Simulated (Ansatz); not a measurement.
| atom | x (Å) | y (Å) | z (Å) |
| --- | --- | --- | --- |
| C | -0.4606 | -1.1662 | -0.7643 |
| C | 2.9019 | -0.2237 | 1.2613 |
| In | 1.2638 | 0.0026 | -0.1599 |
| O | 1.2660 | 1.7230 | -1.2619 |
| H | -1.3254 | -0.8723 | -0.1372 |
| H | -0.2853 | -2.2523 | -0.6484 |
| H | -0.6879 | -0.9285 | -1.8207 |
| H | 2.5510 | -0.7463 | 2.1719 |
| H | 3.3157 | 0.7650 | 1.5371 |
| H | 3.7002 | -0.8301 | 0.7889 |
| H | 2.0049 | 2.3078 | -1.0091 |

Geometry: PBE-D3(BJ)/def2-SVP; core potentials replace the inner electrons of In.

Method: isolated molecule in a Gaussian basis; Kohn-Sham density functional theory, functional PBE0 (Ansatz).

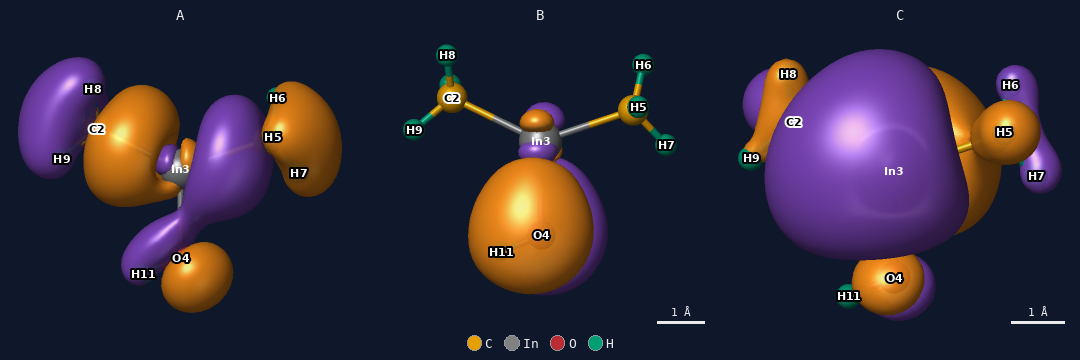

C₂H₇InO. Three frontier orbitals at ±0.06 Å⁻³ᐟ² (orange and purple are the two phases), in no order.

Q: Order the three orbitals by energy and name them.

A: B is the HOMO−1 (−7.81 eV). Its weight (Hirshfeld) is mainly on O4 (about 85 %) and H11 (about 5 %); largely a lone pair of O4. A is the HOMO (−7.48 eV). By Hirshfeld shares it lies mainly on C2 (about 30 %), In3 (about 20 %), C1 (about 20 %) and O4 (about 10 %). C is the LUMO (−0.82 eV). By Hirshfeld shares it lies mainly on In3 (about 75 %).

Q: What is the HOMO–LUMO gap?

A: 6.66 eV between the orbital energies.
